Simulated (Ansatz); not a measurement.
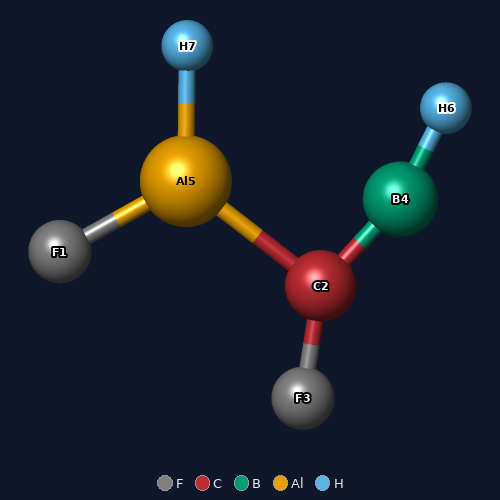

The system is CH₂AlBF₂ (SMILES F[C]1(F)[BH][AlH]1) with the probe H; the picture shows it without the atoms that are moved over the map. 
- The probe is moved over the molecule's main plane.
- First axis: x of the probe's H atom. Second axis: y of the probe's H atom.
- Nothing is relaxed (molecule and probe rigid).
- The scan uses an 11 × 11 grid. At 14 points there is no value (left out of the scan, as a rule where atoms come close).
- Points are written as (first, second).
- Energies: kJ/mol, counted from the lowest grid point.
- Energies and slopes of some neighbouring points disagree (a jump in structure or state, or too coarse a mesh).
- Theory: UKS PBE0-D4/def2-SVPD in Ansatz.

Range: x of the probe's H atom from −4.90 to 4.90 Å; y of the probe's H atom from −4.90 to 4.90 Å.

**What landscape does the calculation give?**

The lowest grid point is at (2.94 Å, 0.98 Å) [nearest 1 B at 1.38 Å]. The highest grid point, (0.00 Å, −0.98 Å) [nearest 1 F at 0.94 Å], lies 329 kJ/mol above the lowest.

```tsv
y of the probe's H atom ↓, x of the probe's H atom →	−4.90	−3.92	−2.94	−1.96	−0.98	0.00	0.98	1.96	2.94	3.92	4.90
4.90	72	71	71	71	71	71	70	71	71	71	72
3.92	71	71	72	75	76	75	75	77	73	71	71
2.94	71	71	78	82	230	84	109	178	100	74	71
1.96	70	71	86	149	–	121	100	–	108	77	70
0.98	71	79	154	–	–	–	–	–	0	68	70
0.00	71	100	–	–	–	–	–	71	16	66	70
−0.98	71	89	203	283	157	329	–	227	76	69	71
−1.96	70	72	87	96	103	247	–	174	76	70	71
−2.94	71	71	71	71	75	109	139	90	72	71	71
−3.92	72	71	71	71	71	72	73	72	71	71	72
−4.90	72	72	72	71	71	71	71	71	71	72	72
```

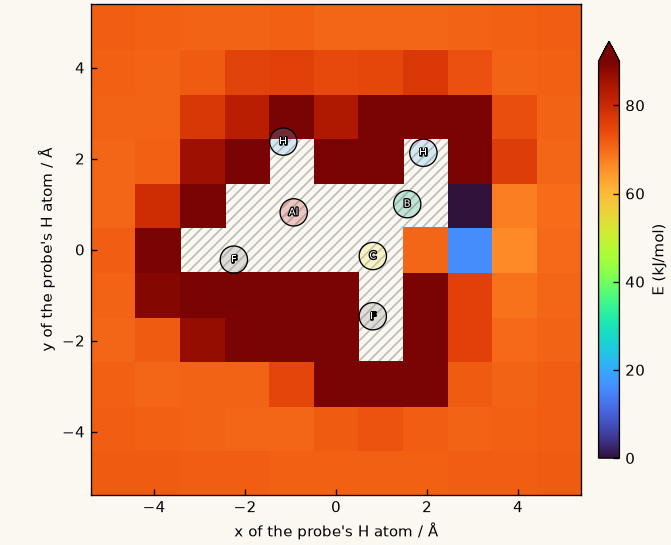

In the figure: one coloured cell a grid point, labelled circles for the molecule's atoms, projected on the plane, one colour for all values above the top of the scale, hatched blanks where no value was computed.

Each point was launched as `ansatz run input.yaml --threads 1 --pin off --max-ram 2560MiB --backend cpu --events-out ev --progress --plain --runs-dir out`. Time for the 107 points that were run: 40 min on 1 thread of Arm Neoverse N1, on a shared host.
